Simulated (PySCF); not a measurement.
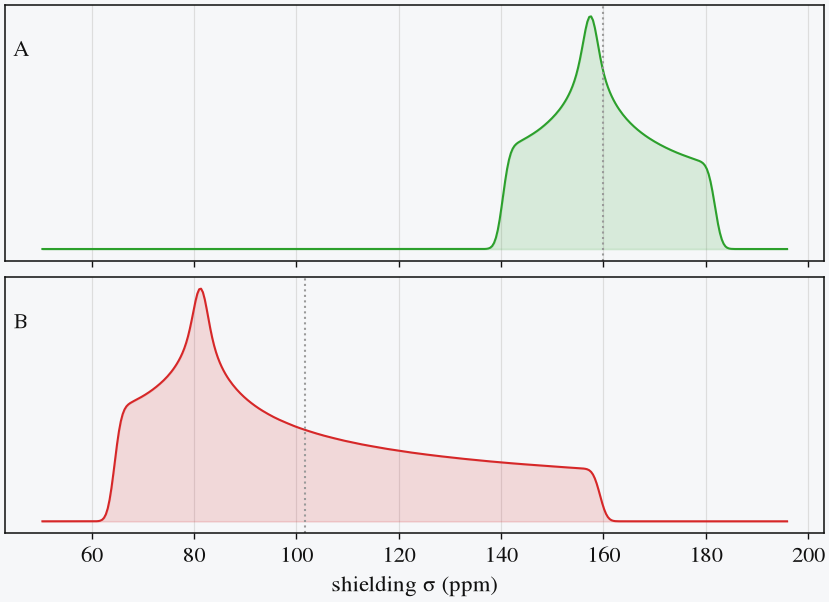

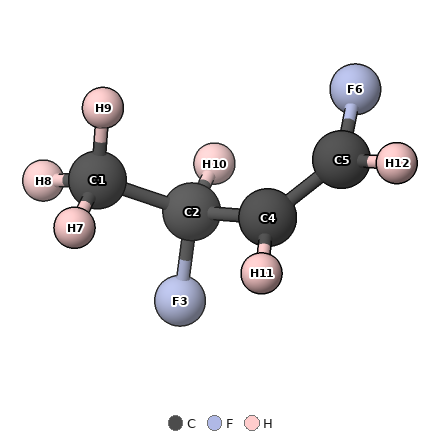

Static powder patterns (¹³C) from GIAO shielding tensors of C₄H₆F₂, SMILES C[C@H](F)/C=C\F, BHandHLYP/pcSseg-2, PySCF, at a PBE0-D3(BJ)/def2-SVP geometry (no frequency check); absolute shielding, one fixed geometry of the isolated molecule without any motion, no dipolar terms. The dotted line is the isotropic value; skew is 3(σiso − σ22)/span.

**The panels belong to C1 and C2. Which is which?**

panel A: C1, σ11, σ22, σ33 = 140, 157, 182 ppm, isotropic 160, span 41 ppm, skew 0.17; panel B: C2, σ11, σ22, σ33 = 64, 81, 159 ppm, isotropic 102, span 95 ppm, skew 0.65.

Known limits of this run: one conformer of a flexible molecule.
